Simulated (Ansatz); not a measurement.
**Geometry relaxation, with input and output: CH₇Sb (part 1 of 2)**

CH₇Sb, SMILES C.[SbH3], computed with RKS PBE0-D4/def2-TZVP (Ansatz 0.2.0).

Figures and captions count atoms from 1; the log counts them from 0 in places.

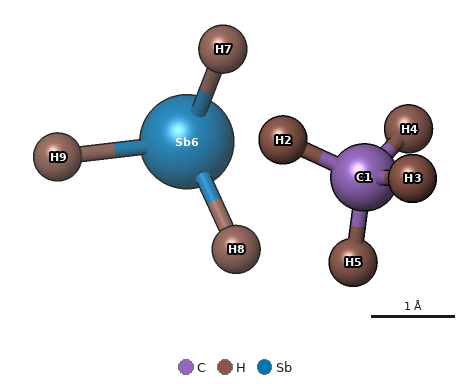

*The starting structure (ball-and-stick view, seen at a tilt; atoms are numbered from 1 in the order of the input). Sticks mark near contacts.*

Bond lengths as drawn: C–H 1.11 Å and H–Sb 1.73 Å.

The input:
```yaml
crystal:
  periodic: [false, false, false]
  atoms:
    - {symbol: C, position_ang: [0.031497, -0.030465, -1.721273]}
    - {symbol: H, position_ang: [-0.504523, 0.823212, -1.266463]}
    - {symbol: H, position_ang: [-0.043377, 0.026929, -2.823367]}
    - {symbol: H, position_ang: [-0.421305, -0.975411, -1.367289]}
    - {symbol: H, position_ang: [1.094942, 0.002593, -1.418807]}
    - {symbol: Sb, position_ang: [-0.027122, -0.494312, 2.670955]}
    - {symbol: H, position_ang: [-1.278697, -0.288309, 1.489110]}
    - {symbol: H, position_ang: [1.180054, -0.274278, 1.446678]}
    - {symbol: H, position_ang: [-0.031569, 1.210040, 2.990556]}
basis:
  gaussian: {orbitals: def2-TZVP}
hamiltonian: {xc: pbe0, dispersion: d4}
relax: {f_tol: 0.005, max_steps: 200}
```

Machine: 4 threads of Arm Neoverse V1, 23 GiB of memory available, shared host.

Command:
```bash
ansatz run in.yaml --threads 4 --pin off --events-out ev --progress --plain --max-ram 9574MiB
```

Log:
```
Functional definition: PBE0
  name "PBE0"
  cite "Adamo & Barone, J. Chem. Phys. 110, 6158 (1999) doi:10.1063/1.478522"
  cite "Perdew, Burke & Ernzerhof, Phys. Rev. Lett. 77, 3865 (1996) doi:10.1103/PhysRevLett.77.3865"
  parent pbe
  parameter a = 0.25
  parameter kappa = 0.804
  parameter beta = 0.06672455060314922
  exchange = (1 - a)*pbe_x(kappa = kappa, mu = beta*pi^2/3) + a*exact_x
  correlation = pbe_c(beta = beta)
929 factors; their error is unknown
mean field evaluation 1: about -7682.5448 eV, gradient 4.5e1 eV
mean field evaluation 2: about -7681.7692 eV, gradient 4.5e1 eV
mean field evaluation 4: about -7687.1191 eV, gradient 4.1e-1 eV
mean field evaluation 8: about -7687.2916 eV, gradient 5.3e-1 eV
mean field evaluation 16: about -7687.2919 eV, gradient 3.8e-5 eV
mean field -7687.29189209 eV, -282.5027664005 hartree, gradient 3.8e-5 eV, S^2 0.000000; 0 other end points of the search recorded, 0 dependent functions left out
the calculation of the forces begins
reference -7687.29192662 eV, -282.5027676698 hartree; 18, 18 occupied and 105, 105 virtual orbitals, 929 factors
relax step   1: F+E_penalty+E_count = -7687.37606328 eV  Δ(F+E_penalty+E_count) = +0.000e0 eV  max|allowed force component| = 5.374e-1 eV/Å  Δτ_max = 0.0000 Å  (25 SCF iters, accepted)
these checks for a lower state are left out or cut short: starts, cluster_reference, orbital_swaps, neighbouring_geometries, increment
929 factors; their error is unknown
mean field -7687.31604251 eV, -282.5036539122 hartree, gradient 5.3e-6 eV, S^2 0.000000; 0 other end points of the search recorded, 0 dependent functions left out
[... from here on the field's lines of each further geometry are left out, up to the last ...]
relax step   2: F+E_penalty+E_count = -7687.39971838 eV  Δ(F+E_penalty+E_count) = -2.366e-2 eV  max|allowed force component| = 3.886e-1 eV/Å  Δτ_max = 0.0414 Å  (29 SCF iters, accepted)
relax step   3: F+E_penalty+E_count = -7687.40981969 eV  Δ(F+E_penalty+E_count) = -1.010e-2 eV  max|allowed force component| = 2.598e-2 eV/Å  Δτ_max = 0.0284 Å  (30 SCF iters, accepted)
relax step   4: F+E_penalty+E_count = -7687.40998580 eV  Δ(F+E_penalty+E_count) = -1.661e-4 eV  max|allowed force component| = 4.932e-3 eV/Å  Δτ_max = 0.0106 Å  (30 SCF iters, accepted)
relax step   5: F+E_penalty+E_count = -7687.41000775 eV  Δ(F+E_penalty+E_count) = -2.195e-5 eV  max|allowed force component| = 2.647e-3 eV/Å  Δτ_max = 0.0078 Å  (30 SCF iters, accepted)
relax step   6: F+E_penalty+E_count = -7687.41003921 eV  Δ(F+E_penalty+E_count) = -3.146e-5 eV  max|allowed force component| = 6.039e-3 eV/Å  Δτ_max = 0.0221 Å  (29 SCF iters, accepted)
relax step   7: F+E_penalty+E_count = -7687.41005160 eV  Δ(F+E_penalty+E_count) = -1.239e-5 eV  max|allowed force component| = 7.988e-3 eV/Å  Δτ_max = 0.0138 Å  (30 SCF iters, accepted)
relax step   8: F+E_penalty+E_count = -7687.41006252 eV  Δ(F+E_penalty+E_count) = -1.092e-5 eV  max|allowed force component| = 7.230e-3 eV/Å  Δτ_max = 0.0126 Å  (30 SCF iters, accepted)
relax step   9: F+E_penalty+E_count = -7687.41007443 eV  Δ(F+E_penalty+E_count) = -1.191e-5 eV  max|allowed force component| = 4.572e-3 eV/Å  Δτ_max = 0.0129 Å  (30 SCF iters, accepted)
relax step  10: F+E_penalty+E_count = -7687.41010315 eV  Δ(F+E_penalty+E_count) = -2.872e-5 eV  max|allowed force component| = 6.093e-3 eV/Å  Δτ_max = 0.0182 Å  (30 SCF iters, accepted)
relax step  11: F+E_penalty+E_count = -7687.40832412 eV  Δ(F+E_penalty+E_count) = +1.779e-3 eV  max|allowed force component| = 1.275e-1 eV/Å  Δτ_max = 0.1077 Å  (28 SCF iters, rejected (line search))
relax step  12: F+E_penalty+E_count = -7687.41015091 eV  Δ(F+E_penalty+E_count) = -4.777e-5 eV  max|allowed force component| = 1.421e-2 eV/Å  Δτ_max = 0.0270 Å  (30 SCF iters, accepted)
relax step  13: F+E_penalty+E_count = -7687.40923373 eV  Δ(F+E_penalty+E_count) = +9.172e-4 eV  max|allowed force component| = 9.217e-2 eV/Å  Δτ_max = 0.0977 Å  (29 SCF iters, rejected (line search))
relax step  14: F+E_penalty+E_count = -7687.41035099 eV  Δ(F+E_penalty+E_count) = -2.001e-4 eV  max|allowed force component| = 2.027e-2 eV/Å  Δτ_max = 0.0467 Å  (29 SCF iters, accepted)
relax step  15: F+E_penalty+E_count = -7687.41043333 eV  Δ(F+E_penalty+E_count) = -8.235e-5 eV  max|allowed force component| = 4.547e-2 eV/Å  Δτ_max = 0.0488 Å  (29 SCF iters, accepted)
relax step  16: F+E_penalty+E_count = -7687.41050568 eV  Δ(F+E_penalty+E_count) = -7.234e-5 eV  max|allowed force component| = 3.697e-2 eV/Å  Δτ_max = 0.0024 Å  (31 SCF iters, accepted)
relax step  17: F+E_penalty+E_count = -7687.41074441 eV  Δ(F+E_penalty+E_count) = -2.387e-4 eV  max|allowed force component| = 7.470e-3 eV/Å  Δτ_max = 0.0270 Å  (30 SCF iters, accepted)
relax step  18: F+E_penalty+E_count = -7687.41113973 eV  Δ(F+E_penalty+E_count) = -3.953e-4 eV  max|allowed force component| = 3.824e-2 eV/Å  Δτ_max = 0.0760 Å  (29 SCF iters, accepted)
relax step  19: F+E_penalty+E_count = -7687.40771916 eV  Δ(F+E_penalty+E_count) = +3.421e-3 eV  max|allowed force component| = 2.672e-1 eV/Å  Δτ_max = 0.1988 Å  (28 SCF iters, rejected (line search))
relax step  20: F+E_penalty+E_count = -7687.41121806 eV  Δ(F+E_penalty+E_count) = -7.834e-5 eV  max|allowed force component| = 2.947e-2 eV/Å  Δτ_max = 0.0060 Å  (31 SCF iters, accepted)
relax step  21: F+E_penalty+E_count = -7687.41171192 eV  Δ(F+E_penalty+E_count) = -4.939e-4 eV  max|allowed force component| = 1.014e-1 eV/Å  Δτ_max = 0.0965 Å  (29 SCF iters, accepted)
relax step  22: F+E_penalty+E_count = -7687.41120610 eV  Δ(F+E_penalty+E_count) = +5.058e-4 eV  max|allowed force component| = 1.338e-1 eV/Å  Δτ_max = 0.0894 Å  (29 SCF iters, rejected (line search))
relax step  23: F+E_penalty+E_count = -7687.41227101 eV  Δ(F+E_penalty+E_count) = -5.591e-4 eV  max|allowed force component| = 3.412e-2 eV/Å  Δτ_max = 0.0371 Å  (29 SCF iters, accepted)
relax step  24: F+E_penalty+E_count = -7687.41267840 eV  Δ(F+E_penalty+E_count) = -4.074e-4 eV  max|allowed force component| = 6.556e-2 eV/Å  Δτ_max = 0.0670 Å  (29 SCF iters, accepted)
relax step  25: F+E_penalty+E_count = -7687.41302963 eV  Δ(F+E_penalty+E_count) = -3.512e-4 eV  max|allowed force component| = 1.397e-1 eV/Å  Δτ_max = 0.0519 Å  (29 SCF iters, accepted)
relax step  26: F+E_penalty+E_count = -7687.41362451 eV  Δ(F+E_penalty+E_count) = -5.949e-4 eV  max|allowed force component| = 1.038e-1 eV/Å  Δτ_max = 0.0188 Å  (30 SCF iters, accepted)
relax step  27: F+E_penalty+E_count = -7687.41543835 eV  Δ(F+E_penalty+E_count) = -1.814e-3 eV  max|allowed force component| = 8.606e-2 eV/Å  Δτ_max = 0.1025 Å  (29 SCF iters, accepted)
relax step  28: F+E_penalty+E_count = -7687.41468325 eV  Δ(F+E_penalty+E_count) = +7.551e-4 eV  max|allowed force component| = 3.427e-1 eV/Å  Δτ_max = 0.1956 Å  (28 SCF iters, rejected (line search))
relax step  29: F+E_penalty+E_count = -7687.41663036 eV  Δ(F+E_penalty+E_count) = -1.192e-3 eV  max|allowed force component| = 6.387e-2 eV/Å  Δτ_max = 0.0954 Å  (29 SCF iters, accepted)
relax step  30: F+E_penalty+E_count = -7687.41564868 eV  Δ(F+E_penalty+E_count) = +9.817e-4 eV  max|allowed force component| = 1.017e-1 eV/Å  Δτ_max = 0.0980 Å  (30 SCF iters, rejected (line search))
relax step  31: F+E_penalty+E_count = -7687.41837302 eV  Δ(F+E_penalty+E_count) = -1.743e-3 eV  max|allowed force component| = 4.496e-2 eV/Å  Δτ_max = 0.0478 Å  (30 SCF iters, accepted)
relax step  32: F+E_penalty+E_count = -7687.41923461 eV  Δ(F+E_penalty+E_count) = -8.616e-4 eV  max|allowed force component| = 9.474e-2 eV/Å  Δτ_max = 0.0488 Å  (29 SCF iters, accepted)
relax step  33: F+E_penalty+E_count = -7687.41984739 eV  Δ(F+E_penalty+E_count) = -6.128e-4 eV  max|allowed force component| = 1.653e-1 eV/Å  Δτ_max = 0.0724 Å  (29 SCF iters, accepted)
relax step  34: F+E_penalty+E_count = -7687.42258611 eV  Δ(F+E_penalty+E_count) = -2.739e-3 eV  max|allowed force component| = 2.390e-1 eV/Å  Δτ_max = 0.0975 Å  (27 SCF iters, accepted)
relax step  35: F+E_penalty+E_count = -7687.42490315 eV  Δ(F+E_penalty+E_count) = -2.317e-3 eV  max|allowed force component| = 8.515e-2 eV/Å  Δτ_max = 0.1687 Å  (28 SCF iters, accepted)
relax step  36: F+E_penalty+E_count = -7687.42403364 eV  Δ(F+E_penalty+E_count) = +8.695e-4 eV  max|allowed force component| = 1.766e-1 eV/Å  Δτ_max = 0.0856 Å  (29 SCF iters, rejected (line search))
relax step  37: F+E_penalty+E_count = -7687.42620376 eV  Δ(F+E_penalty+E_count) = -1.301e-3 eV  max|allowed force component| = 4.159e-2 eV/Å  Δτ_max = 0.0417 Å  (29 SCF iters, accepted)
relax step  38: F+E_penalty+E_count = -7687.42652005 eV  Δ(F+E_penalty+E_count) = -3.163e-4 eV  max|allowed force component| = 2.721e-2 eV/Å  Δτ_max = 0.0132 Å  (30 SCF iters, accepted)
relax step  39: F+E_penalty+E_count = -7687.42654755 eV  Δ(F+E_penalty+E_count) = -2.751e-5 eV  max|allowed force component| = 1.159e-1 eV/Å  Δτ_max = 0.1045 Å  (29 SCF iters, accepted)
relax step  40: F+E_penalty+E_count = -7687.42654081 eV  Δ(F+E_penalty+E_count) = +6.746e-6 eV  max|allowed force component| = 1.028e-1 eV/Å  Δτ_max = 0.0232 Å  (30 SCF iters, rejected (line search))
relax step  41: F+E_penalty+E_count = -7687.42733054 eV  Δ(F+E_penalty+E_count) = -7.830e-4 eV  max|allowed force component| = 2.349e-2 eV/Å  Δτ_max = 0.0111 Å  (30 SCF iters, accepted)
the calculation of the forces begins
reference -7687.33443760 eV, -282.5043299194 hartree; 18, 18 occupied and 105, 105 virtual orbitals, 929 factors
relax step  42: F+E_penalty+E_count = -7687.42752693 eV  Δ(F+E_penalty+E_count) = -1.964e-4 eV  max|allowed force component| = 2.467e-3 eV/Å  Δτ_max = 0.0286 Å  (30 SCF iters, accepted)
929 factors; their error is unknown
mean field evaluation 320: about -7687.3344 eV, gradient 1.1e-1 eV
```

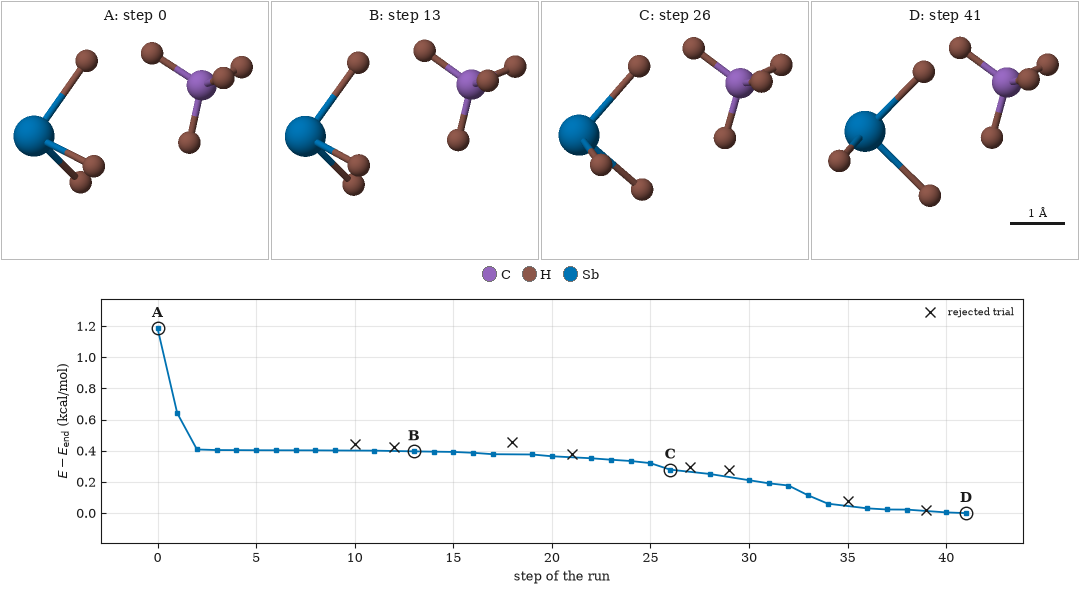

*Frames of the relaxation (ball-and-stick view, seen at a tilt) above the curves, on which the letters mark them (the first geometry is step 0 here and step 1 in the log).*

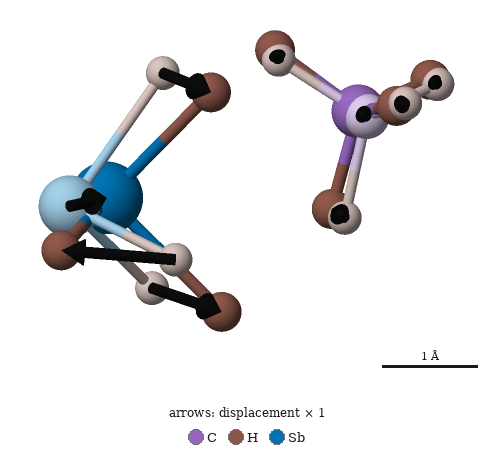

*Start (faint) and end (solid) with the displacements as black arrows, at true length (ball-and-stick view, seen at a tilt). The two geometries are laid on each other by the best rigid fit.*

H9 moves most after the best rigid fit: 1.21 Å. By element the largest moves are H 1.21 Å, Sb 0.59 Å, C 0.18 Å. Distances before and after: Sb6–H7 1.734 → 1.707 Å, C1–H2 1.106 → 1.090 Å. After 41 geometry steps the energy has fallen by 1.19 kcal/mol. Largest force component: 0.54 eV/Å at the start, 0.0025 eV/Å at the end. The line search rejected the trial steps at points 10, 12, 18, 21, 27, 29, 35, 39 (counted from 0) and went back. (Atoms are counted from 1 in the order of the input.)
